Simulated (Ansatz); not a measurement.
# Calculations on GeSiH$_{6}$F$_{2}$

### Relaxation

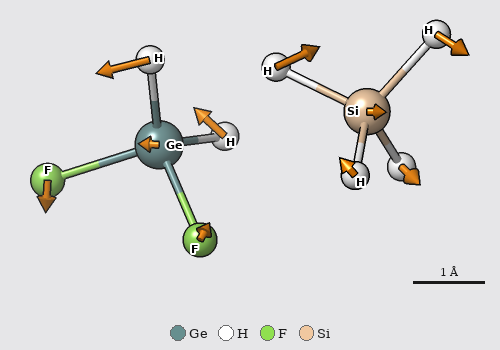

This is a relaxation of GeSiH₆F₂. The starting structure is drawn; orange arrows show the displacements, at their true length. The two geometries are superimposed by the best rigid fit.

The picture is a ball-and-stick view, seen at a tilt.

The run prepares an end point of a later path (reaction) calculation, from a guessed geometry.

Method: Ansatz 0.2.0, RKS PBE/def2-SVP. (no spin polarisation; force threshold 0.03 eV/Å; at most 50 steps)

Atoms of which element are displaced furthest, and by how much?

Hydrogen: up to 0.81 Å, against 0.49 Å for fluorine.

What happened in the run?

An H atom moves most after the best rigid fit: 0.81 Å. Largest moves by element: H 0.81 Å, F 0.49 Å, Ge 0.32 Å, Si 0.30 Å. Some distances before and after: Ge–Si 3.515 → 4.096 Å, H–Si 1.479 → 1.507 Å, H–Si 1.506 → 1.500 Å. Among the angles between lasting bonds that change: H–Ge–F 110.1° → 107.8°. Over 13 accepted moves (14 points after the start) the energy falls by 19.2 kJ/mol. Largest force component: 0.77 eV/Å at the start, 0.012 eV/Å at the end. The line search rejected the trial step at point 13 of the run. The forces were under the threshold at step 7, but the run went on from there.

### Relaxation

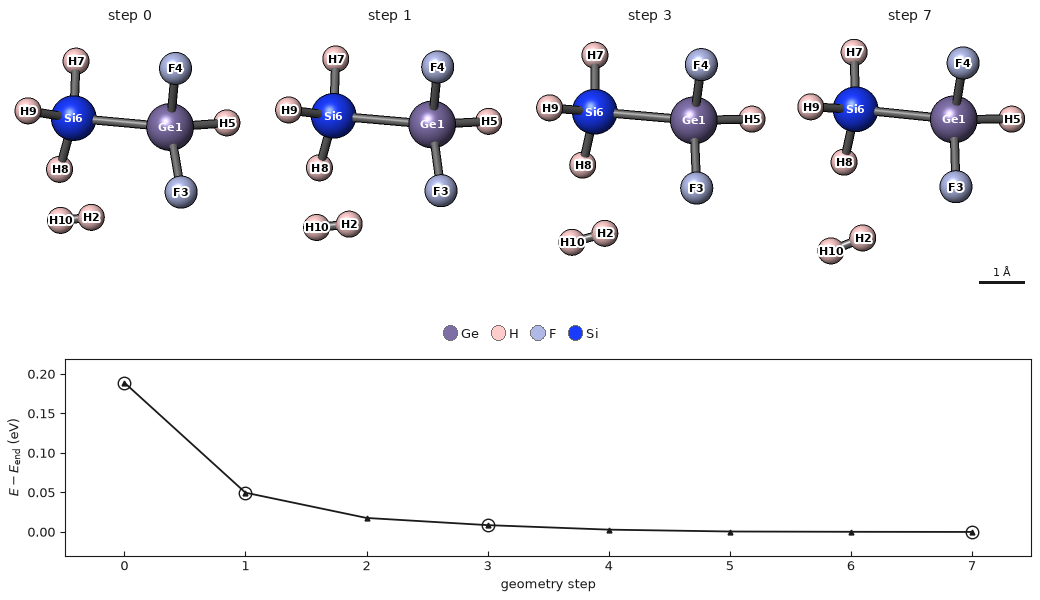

Frames of a relaxation of GeSiH$_{6}$F$_{2}$, marked on the history of the run. The picture is a ball-and-stick view, seen at a tilt.

The run prepares an end point of a later path (reaction) calculation, from a guessed geometry.

Method: RKS PBE/def2-SVP in Ansatz.

Input
```yaml
crystal:
  periodic: [false, false, false]
  atoms:
    - { symbol: Ge, position_ang: [-0.543313, -0.228872, -0.47663] }
    - { symbol: H, position_ang: [-0.073729, 0.402233, 2.166379] }
    - { symbol: F, position_ang: [0.975274, 0.033021, 0.384449] }
    - { symbol: F, position_ang: [-0.639852, 1.154008, -1.561598] }
    - { symbol: H, position_ang: [-0.280082, -1.47258, -1.368435] }
    - { symbol: Si, position_ang: [-2.444225, -0.066762, 0.868137] }
    - { symbol: H, position_ang: [-3.584765, -0.36311, -0.068926] }
    - { symbol: H, position_ang: [-2.432975, -1.100709, 1.955294] }
    - { symbol: H, position_ang: [-2.608423, 1.32417, 1.399547] }
    - { symbol: H, position_ang: [-0.56981, 0.463802, 2.688183] }
basis:
  gaussian: { orbitals: def2-SVP }
hamiltonian:
  xc: pbe
relax:
  f_tol: 0.03
  max_steps: 50
```

Launched with:
```bash
ansatz run input.yaml --threads 4 --pin off --max-ram 5120MiB --backend cpu --events-out ev --progress --plain --runs-dir out
```

Describe the path.

Answer. The atom that moves furthest after the best rigid fit is H10 (0.80 Å). Largest moves by element: H 0.80 Å, Si 0.23 Å, F 0.21 Å, Ge 0.20 Å. Some distances before and after: Ge1–Si6 2.334 → 2.399 Å, H2–H10 0.723 → 0.769 Å. Among the angles between lasting bonds that change: F3–Ge1–Si6 114.2° → 108.3°, Ge1–Si6–H7 104.2° → 108.1°, F4–Ge1–Si6 104.8° → 108.4°. The energy falls by 0.189 eV in 7 geometry steps. The largest force component goes from 1.5 to 0.015 eV/Å. Cost: 9.3 s on 4 threads of Arm Neoverse V1 (shared host), peak memory 0.16 GiB. From step 0 to 1: H10 moves most (0.20 Å), energy −0.139 eV. From step 1 to 3: H10 moves most (0.39 Å), energy −0.041 eV. From step 3 to 7: H10 moves most (0.22 Å), energy −0.009 eV.

```csv
step,"E − E(0), eV","largest force component, eV/Å"
0,0.0000,1.4741
1,-0.1393,0.1966
2,-0.1713,0.0881
3,-0.1804,0.1193
4,-0.1861,0.2593
5,-0.1885,0.0230
6,-0.1889,0.0239
7,-0.1890,0.0151
```

### Path

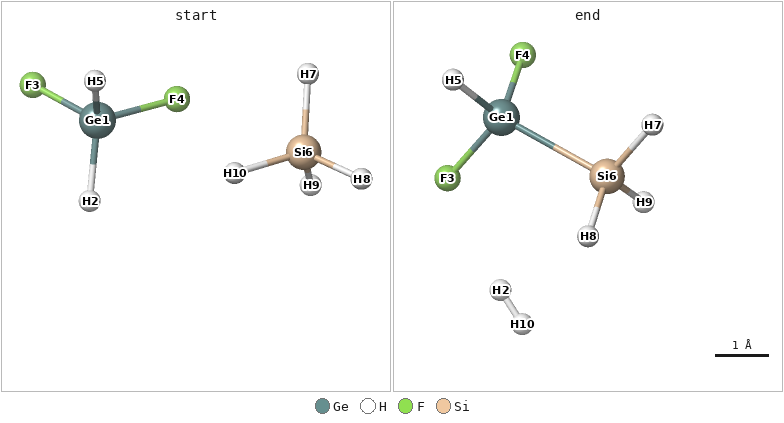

The two relaxed end points of a path for GeSiH₆F₂, made up at the start of GeH2F2 and SiH₄. A ball-and-stick model, seen at a tilt.

These are results of Ansatz, RKS PBE/def2-SVP, not measurements.

Set-up: 5 movable images; climbing image; force threshold 0.05 eV/Å; iteration limit 60.

Start:
```xyz
10

Ge    0.6958   -0.0975   -0.0973
H     1.1597    0.4791    1.2564
F     1.8923    0.3287   -1.2982
F    -0.7505    0.7725   -0.5840
H     0.4076   -1.6068   -0.2341
Si   -3.1222    0.0621    1.3781
H    -3.4955   -0.4064    0.0029
H    -4.2051   -0.3252    2.3479
H    -2.9386    1.5504    1.4035
H    -1.8456   -0.6117    1.8112
```

End:
```xyz
10

Ge   -0.5997   -0.3661   -0.6154
H     0.1643    0.5728    2.6341
F     0.7858   -0.0920    0.4436
F    -0.4859    0.9195   -1.8088
H    -0.3026   -1.6908   -1.3695
Si   -2.6029   -0.0350    0.6629
H    -3.7789   -0.2826   -0.2388
H    -2.6135   -1.0129    1.8021
H    -2.6141    1.3773    1.1662
H    -0.1544    0.7551    3.3100
```

### What barrier does the band find between them, and by what path?

The energy climbs by 2.70 eV to image 3 and then falls by 2.65 eV, so the end point sits at +0.05 eV. Breaking: Ge1–H2 (1.54 → 1.78 at the top → 3.47 Å), Si6–H10 (1.51 → 1.92 at the top → 3.69 Å). Forming: Ge1–Si6 (4.10 → 2.68 at the top → 2.40 Å), H2–H10 (3.24 → 1.21 at the top → 0.77 Å). The band is converged. At the top, the vibrational analysis gives one imaginary mode (1390i cm⁻¹), as a transition state must have.

Energies of the converged images:

```
image  path (Å)  E (eV)
    0      0.00   0.000
    1      1.14   0.047
    2      2.29   0.644
    3      3.43   2.700
    4      5.02   0.200
    5      6.61   0.063
    6      8.20   0.046
```

The geometry at the top of the path:

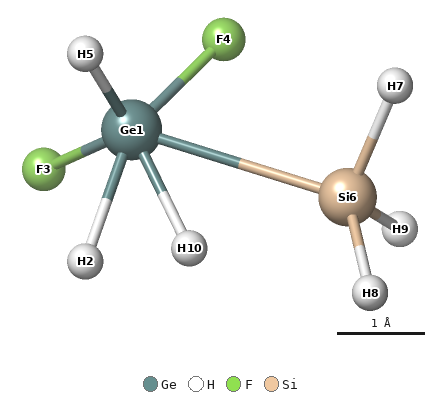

Limits of the set-up: the start holds two separate molecules, 3.0 Å apart at their closest, whose relative position is a soft coordinate and is computed without a dispersion correction.

Cost: 78 s on 4 threads of Arm Neoverse V1 (shared host), peak memory 0.16 GiB.
